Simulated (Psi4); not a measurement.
# SClO2F (SMILES O=S(=O)(F)Cl) at B3LYP/6-31G(d) (Cartesian functions)

What is the energy change on altering one bond length of SClO2F at B3LYP/6-31G* (Cartesian functions)? 

The results are computed with Psi4 1.11.

2 further runs of the same task are left out: 2 set aside as unsound or not needed.

## (1) The system as given

SClO2F has 5 atoms, charge 0, and is taken as a singlet. SMILES: `O=S(=O)(F)Cl`. The shape is that of a PBE0-D4/def2-TZVP optimisation.

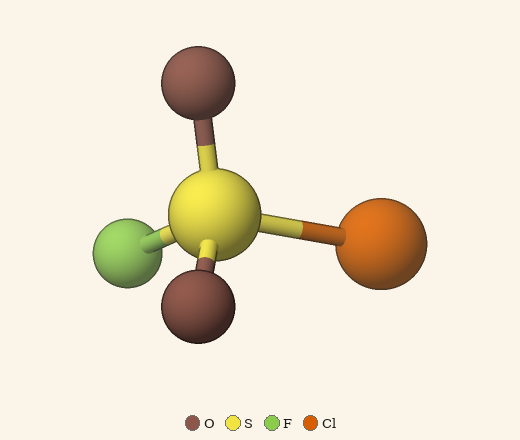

Viewed from a chosen angle; oxygen brown, sulfur yellow, fluorine green, chlorine orange.

## (2) Energy and gradient at B3LYP/6-31G(d) (Cartesian functions)

File clfo2s.inp:

```
memory 2.2 GB

molecule geom {
  O     -0.23345677    -0.30743954     2.84027726
  S      0.18936945    -0.27427485     0.21006196
  O      2.18830285    -1.56646957    -0.98673939
  F     -2.29543143    -1.15038968    -1.07410143
  Cl     0.15119699     3.29859254    -0.98949839
  units bohr
  symmetry c1
}

set {
  puream false
  e_convergence 1e-09
  d_convergence 1e-08
  scf_type pk
  dft_radial_points 99
  dft_spherical_points 590
}

result, w = gradient("b3lyp/6-31G*", return_wfn=True)
oeprop(w, "WIBERG_LOWDIN_INDICES", "MULLIKEN_CHARGES", "QUADRUPOLE", title="B3LYP")
```

Started as:

```bash
psi4 -n 1 clfo2s.inp clfo2s.out
```

clfo2s.out:

```text
[...]
  Running in c1 symmetry.
[...]
  Nuclear repulsion =  344.673644086620698
[...]
  Multiplicity = 1
[...]
  Nalpha       = 29
  Nbeta        = 29
[...]
    Number of basis functions: 83
[...]
   @RKS iter   1: -1108.27553090074753    7.90299e-01   1.10916e-02 ADIIS/DIIS
[...]
   @RKS iter  13: -1108.58453153714504   -6.82121e-13   2.26541e-09 DIIS
[...]
  @RKS Final Energy: -1108.58453153714504
   => Energetics <=
    Nuclear Repulsion Energy =            344.6736440866206976
    One-Electron Energy =               -2214.4970630337793409
    Two-Electron Energy =                 827.1400165548649284
    DFT Exchange-Correlation Energy =     -65.9011291448514811
    Empirical Dispersion Energy =           0.0000000000000000
    VV10 Nonlocal Energy =                  0.0000000000000000
    Total Energy =                      -1108.5845315371452671
[...]
  -Total Gradient:
     Atom            X                  Y                   Z
    ------   -----------------  -----------------  -----------------
       1        0.007318142504     0.000231508624    -0.045197838147
       2       -0.001428120654    -0.010881543453     0.002661624938
       3       -0.034427912619     0.021935448260     0.020763626419
       4        0.028233215665     0.009587468652     0.014712459725
       5        0.000323254840    -0.020858127843     0.007067051158
[...]
 Multipole Moments:
 ------------------------------------------------------------------------------------
     Multipole            Electronic (a.u.)      Nuclear  (a.u.)        Total (a.u.)
 ------------------------------------------------------------------------------------
 L = 1.  Multiply by 2.5417464519 to convert [e a0] to [Debye]
 Dipole X            :         -1.3419812            1.0720731           -0.2699081
 Dipole Y            :          0.9664176           -0.5844246            0.3819930
 Dipole Z            :         -1.1671702            0.8706793           -0.2964910
 Magnitude           :                                                    0.5537833
 L = 2.  Multiply by 1.3450342976 to convert [e a0^2] to [Debye ang]
 Quadrupole XX       :       -117.7258335           87.1428354          -30.5829981
 Quadrupole XY       :         -3.2164102            4.2898851            1.0734749
[...]
  Mulliken Charges: (a.u.)
   Center  Symbol    Alpha    Beta     Spin     Total
       1     O     4.20173  4.20173  0.00000 -0.40346
       2     S     7.43639  7.43639  0.00000  1.12722
       3     O     4.20173  4.20173  0.00000 -0.40345
       4     F     4.62376  4.62376  0.00000 -0.24752
       5    CL     8.53639  8.53639  0.00000 -0.07278
   Total alpha = 29.00000, Total beta = 29.00000, Total charge = -0.00000
  Wiberg Bond Indices using Orthogonal Lowdin Orbitals:
[...]
```

Wall time 35 s (1 thread of Intel Xeon at 2.50GHz (Skylake/Cascade Lake), shared host); peak memory 0.86 GiB.

## (3) The distorted shape at the same level

File job.inp:

```
memory 2200 MB

molecule geom {
  0 1
  O
  S 1 1.409829
  O 2 1.409821 1 123.81627
  F 2 2.3265 3 107.1143 1 -125.23012
  Cl 2 1.994499 3 108.92965 1 129.97905
  symmetry c1
  no_reorient
  no_com
}

set {
  basis 6-31G*
  puream false
  e_convergence 1e-09
  d_convergence 1e-08
  scf_type pk
  dft_radial_points 99
  dft_spherical_points 590
}

e, wfn = gradient('b3lyp', return_wfn=True)
oeprop(wfn, 'DIPOLE', 'MULLIKEN_CHARGES', 'QUADRUPOLE', title='B3LYP')
```

Started as:

```bash
psi4 job.inp job.out -n 1
```

job.out:

```text
[...]
  Running in c1 symmetry.
[...]
  Nuclear repulsion =  315.955369418530154
[...]
  Multiplicity = 1
[...]
  Nalpha       = 29
  Nbeta        = 29
[...]
    Number of basis functions: 83
[...]
   @RKS iter   1: -1108.11161551954888    4.72812e-01   1.16893e-02 DIIS/ADIIS
[...]
   @RKS iter  14: -1108.49207273894081   -8.41283e-12   8.77871e-09 DIIS
[...]
  @RKS Final Energy: -1108.49207273894081
   => Energetics <=
    Nuclear Repulsion Energy =            315.9553694185301538
    One-Electron Energy =               -2157.5617582985669287
    Two-Electron Energy =                 798.8849818306644011
    DFT Exchange-Correlation Energy =     -65.7706656895684034
    Empirical Dispersion Energy =           0.0000000000000000
    VV10 Nonlocal Energy =                  0.0000000000000000
    Total Energy =                      -1108.4920727389408057
[...]
  -Total Gradient:
     Atom            X                  Y                   Z
    ------   -----------------  -----------------  -----------------
       1       -0.006385043665    -0.004825761252     0.052707106146
       2       -0.054060187543    -0.062338113659    -0.033260485650
       3       -0.006384876430     0.041114841363    -0.033350000315
       4        0.057858684504     0.039915689251     0.021305313198
       5        0.008964019825    -0.013879021230    -0.007408534723
[...]
 Multipole Moments:
 ------------------------------------------------------------------------------------
     Multipole            Electronic (a.u.)      Nuclear  (a.u.)        Total (a.u.)
 ------------------------------------------------------------------------------------
 L = 1.  Multiply by 2.5417464519 to convert [e a0] to [Debye]
 Dipole X            :         -0.5234048           -0.6379769           -1.1613817
 Dipole Y            :          1.4662529           -1.5830359           -0.1167830
 Dipole Z            :          0.7826498           -0.8449676           -0.0623178
 Magnitude           :                                                    1.1689009
 L = 2.  Multiply by 1.3450342976 to convert [e a0^2] to [Debye ang]
 Quadrupole XX       :       -259.9252826          228.7355891          -31.1896935
 Quadrupole XY       :         17.9003997          -19.9536330           -2.0532334
[...]
  Mulliken Charges: (a.u.)
   Center  Symbol    Alpha    Beta     Spin     Total
       1     O     4.17426  4.17426  0.00000 -0.34851
       2     S     7.48897  7.48897  0.00000  1.02207
       3     O     4.17425  4.17425  0.00000 -0.34851
       4     F     4.66235  4.66235  0.00000 -0.32470
       5    CL     8.50017  8.50017  0.00000 -0.00035
   Total alpha = 29.00000, Total beta = 29.00000, Total charge = -0.00000
    Psi4 run time: 0:00:28.18
```

Wall time 31 s (1 thread of Intel Xeon at 2.50GHz (Skylake/Cascade Lake), shared host); peak memory 0.83 GiB.

## (4) Results

At B3LYP/6-31G* (Cartesian functions):

| quantity | value |
| --- | --- |
| first shape: total energy | -1108.58453 Eh |
| first shape: dipole moment | 1.41 D |
| first shape: HOMO energy | -9.59 eV |
| first shape: LUMO energy | -2.24 eV |
| first shape: HOMO–LUMO gap | 7.35 eV |
| first shape: largest force on an atom | 2.355 eV/Å |
| distorted shape: total energy | -1108.49207 Eh |
| distorted shape: dipole moment | 2.97 D |
| distorted shape: HOMO energy | -9.35 eV |
| distorted shape: LUMO energy | -5.56 eV |
| distorted shape: HOMO–LUMO gap | 3.80 eV |
| distorted shape: largest force on an atom | 4.575 eV/Å |
| energy change with the S2–F4 bond stretched from 1.551 to 2.326 Å | 2.516 eV |

With the S2–F4 bond stretched from 1.551 to 2.326 Å the energy rises by 2.52 eV (243 kJ/mol). The first shape isn't relaxed at this level, so the change isn't measured from a minimum. A restricted reference can't describe the breaking bond well at this length. The largest force (first shape) is 2.36 eV/Å: the shape isn't a stationary point for this species at this level.
